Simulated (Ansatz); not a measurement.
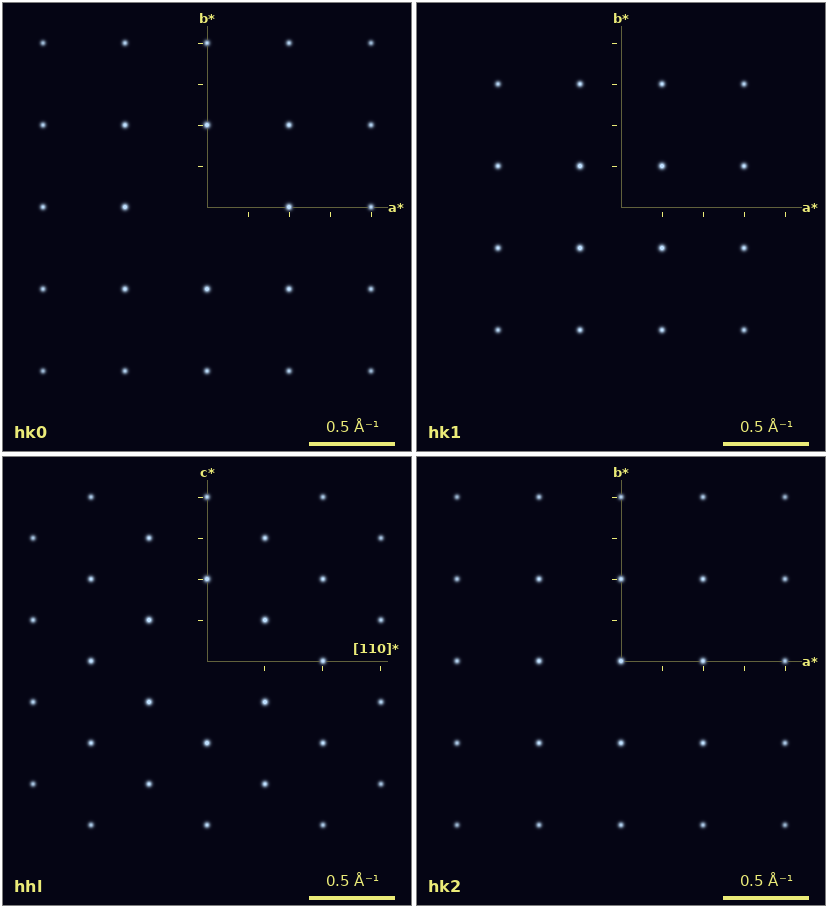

Simulated precession-type sections (X-rays; kinematic intensities, B = 0.5 Å²). The ticks mark integer indices of the conventional cell.

### What cell do the layers give?

a* = 0.243, b* = 0.243, c* = 0.243 Å⁻¹; the cell is cubic with a = 4.12 Å.

### List the systematic absences.

Reflections are present only under these conditions. hkl: h + k = 2n, h + l = 2n; hk0: h = 2n, k = 2n; hhl: h + l = 2n; h00: h = 2n. The lattice is face-centred (F).

### Which space groups fit?

The intensities have Laue symmetry m-3m (the hk0 layer shows 4mm, hk1 shows 4mm). With these conditions the candidates are F432 (No. 209), F-43m (No. 216), Fm-3m (No. 225). Diffraction geometry alone does not choose among them; the structure has Fm-3m. The compound is Au. Structure: the input geometry of an electronic-structure calculation (not necessarily at equilibrium).
